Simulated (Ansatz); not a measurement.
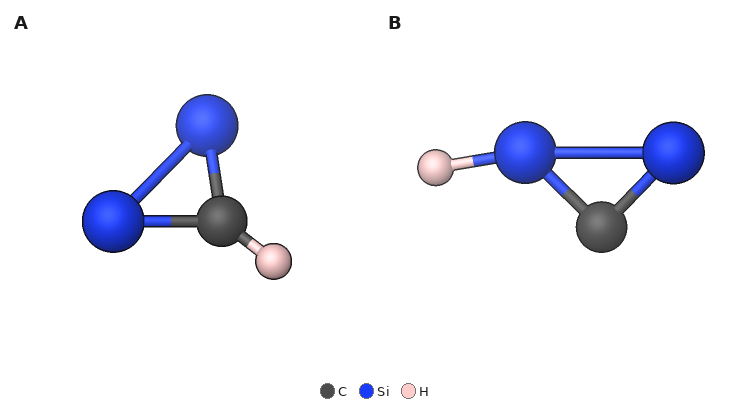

2 stationary structures of one formula. State: neutral, doublet. Geometries: PBE0-D4/def2-TZVP. Electronic energies: B3LYP-D4/def2-TZVPP (Ansatz 0.2.0), without zero-point energy. No frequency run is at hand to confirm each as a minimum.

Which structure is the most stable?

A is lowest (C2v); B lies 156.3 kJ/mol above it (Cs).

Give E(B) − E(A) in kJ/mol at these levels too: UHF-CCSD(T) (frozen core)/def2-TZVPP; B3LYP-D4/def2-TZVPP; PBE-D4/def2-TZVPP; PBE0-D4/def2-TZVP; ωB97M-V/def2-TZVPP; PBE0-D4/def2-TZVPP; r2SCAN-D4/def2-TZVPP.

```tsv
level	E(B) − E(A) (kJ/mol)
UHF-CCSD(T) (frozen core)/def2-TZVPP	+152.8
B3LYP-D4/def2-TZVPP	+156.3
PBE-D4/def2-TZVPP	+153.6
PBE0-D4/def2-TZVP	+159.4
ωB97M-V/def2-TZVPP	+164.3
PBE0-D4/def2-TZVPP	+159.9
r2SCAN-D4/def2-TZVPP	+151.0
```

The determinant isn't a pure spin state (⟨S²⟩ up to 0.93).
